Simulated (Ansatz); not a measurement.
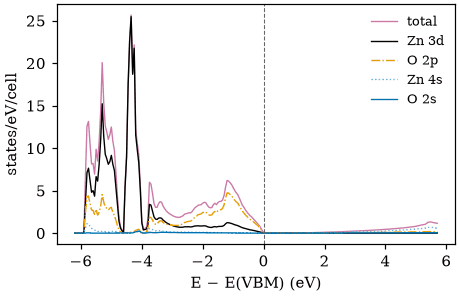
Figure: Total and projected density of states of ZnO (wurtzite, P6_3mc), the program Ansatz at the PBE level (PAW)

Which orbitals carry the states next to the gap?

Top 1 eV of the valence band: O 2p 78 %, Zn 3d 19 %. Bottom 1 eV of the conduction band: Zn 4s 56 %, O 2p 22 %, O 2s 20 %. Projections are on Löwdin-orthogonalised atomic valence shells; empty p or d shells of many metals are not among them.

Where is the tallest occupied peak in this window, and what makes it?

Near -4.3 eV, about 26 states/eV per cell; the largest projected share is Zn 3d.

The PBE relaxation kept the symmetry of its start.

Potentials: the earlier of the program's two PAW sets.
